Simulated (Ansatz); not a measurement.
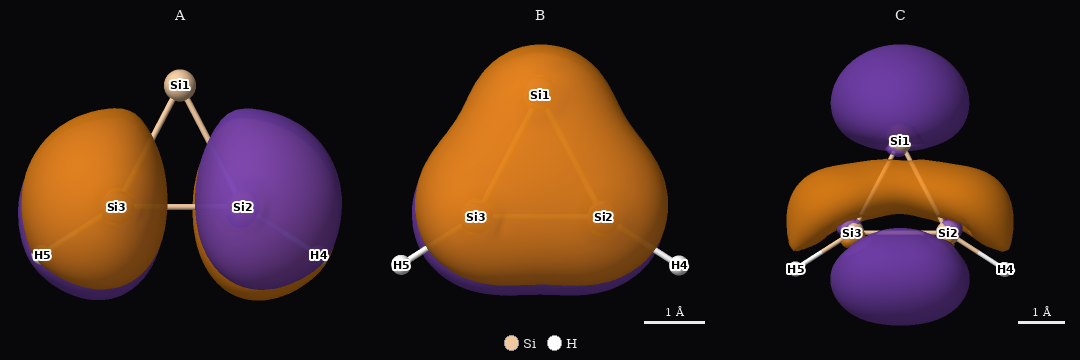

The picture shows: H$_{2}$Si$_{3}$. Three frontier orbitals at ±0.08 Å⁻³ᐟ² (orange and purple are the two phases), in no order.

Computed with Ansatz, UKS PBE0-D4/def2-SVP.

The calculation's input:

```
crystal:
  periodic: [false, false, false]
  atoms:
    - { symbol: Si, position_ang: [-1.56052, 0.66351, 1.10227] }
    - { symbol: Si, position_ang: [-0.40346, -1.03152, 0.07668] }
    - { symbol: Si, position_ang: [0.3852, 1.04581, -0.05527] }
    - { symbol: H, position_ang: [0.01412, -2.36216, -0.43194] }
    - { symbol: H, position_ang: [1.56466, 1.68436, -0.69175] }
magnetization:
  spin_polarized: true
basis:
  gaussian: { orbitals: def2-SVP }
hamiltonian:
  xc: pbe0
  dispersion: d4
relax:
  f_tol: 0.02
  max_steps: 40
output:
  orbitals: {}
```

Launched as:

```sh
ansatz run input.yaml --threads 1 --pin off --max-ram 2048MiB --backend cpu --events-out ev --progress --plain --runs-dir out
```

The fields are those of the relaxed geometry.

Question: Which picture is the HOMO−1, the HOMO and the LUMO?

Answer: B is the HOMO−1 (−7.05 eV). By Hirshfeld shares it lies mainly on Si2 (about 35 %), Si3 (about 35 %) and Si1 (about 25 %); it changes sign across the molecular plane (π type); π-bonding across Si1–Si2, Si1–Si3 and Si2–Si3. C is the HOMO (−5.97 eV). It lies mainly on Si1 (about 50 %), Si2 (about 25 %) and Si3 (about 25 %); it is symmetric in the molecular plane (an in-plane orbital: σ, lone-pair or in-plane π type). A is the LUMO (−1.90 eV). It lies mainly on Si2 (about 45 %) and Si3 (about 45 %); it changes sign across the molecular plane (π type); π-antibonding (a node) across Si2–Si3.

Question: What is the HOMO–LUMO gap?

Answer: 4.07 eV between the orbital energies.
